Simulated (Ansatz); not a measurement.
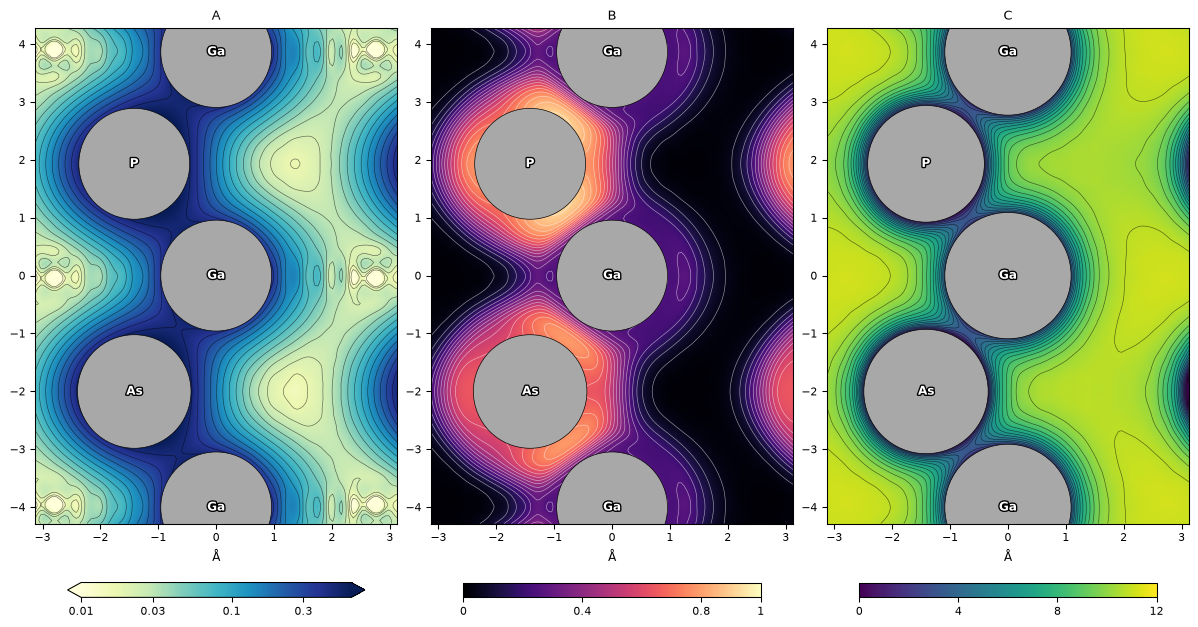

Ga4AsP3: 3 fields on the (011) plane of the conventional cell, with unlabelled colour scales. Grey discs cover the atomic cores.

Space group P-43m; a structure generated by program, which may or may not match a known phase.

Method: DFT PBE, scalar-relativistic, plane waves, PAW in Ansatz 0.2.0.

Question: Match the panels to the quantities (electron localisation function, electrostatic potential energy of an electron and valence pseudo-density).

Answer: Panel A: valence pseudo-density. Panel B: electron localisation function. Panel C: electrostatic potential energy of an electron (low next to the atoms, rising into the space between them). From the grid: Ga–P (2.40 Å): ρ is about 0.52 e/Å³ halfway; the ELF peaks at about 0.90 in the valence shell of P, 0.9 Å from its nucleus, and is about 0.75 at the midpoint. Ga–As (2.45 Å): the density is about 0.5 e/Å³ at the midpoint; the ELF peaks at about 0.80 between the atoms (a covalent bond).
